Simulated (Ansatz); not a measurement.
Pulling on the C1–H4 bond in N-methylmethanimine (SMILES C=NC) (multiplicity 1 held, fragments rigid). Energies count from the point at 1.092 Å.
Geometry at that point (charge 0, multiplicity 1):
```xyz
8

C      1.091    -0.376    -0.004
N     -0.040     0.500     0.225
C     -1.180     0.106    -0.134
H      1.822     0.145    -0.626
H      1.577    -0.583     0.952
H      0.821    -1.326    -0.485
H     -1.361    -0.867    -0.612
H     -2.044     0.748     0.028
```

R- and RO- levels are restricted; in cc, def2 and unpolarised 6-31G sets they are followed outwards from rest. U- levels take the lowest unrestricted solution at each point, which mixes spins at long bonds. Active spaces are followed from a long bond inwards. Levels need not reach the same state.

Cores are frozen in the correlated methods.

The values were computed with Ansatz (a program for electronic structure). 

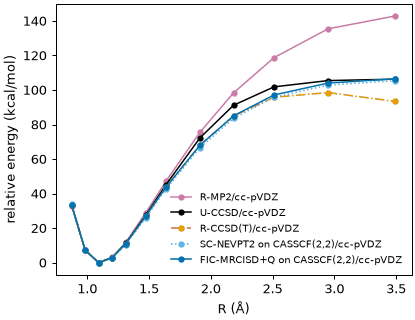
Figure. Relative energy along the coordinate

Doubts at one or more of the structures used: a restricted determinant that unrestricted orbitals would lower (R-MP2/cc-pVDZ, R-CCSD(T)/cc-pVDZ); a spin-contaminated determinant (U-CCSD/cc-pVDZ); T1 above 0.05 (U-CCSD/cc-pVDZ, R-CCSD(T)/cc-pVDZ); the program's own flag: large difference (U-CCSD/cc-pVDZ); other coupled-cluster roots lie near (R-CCSD(T)/cc-pVDZ).
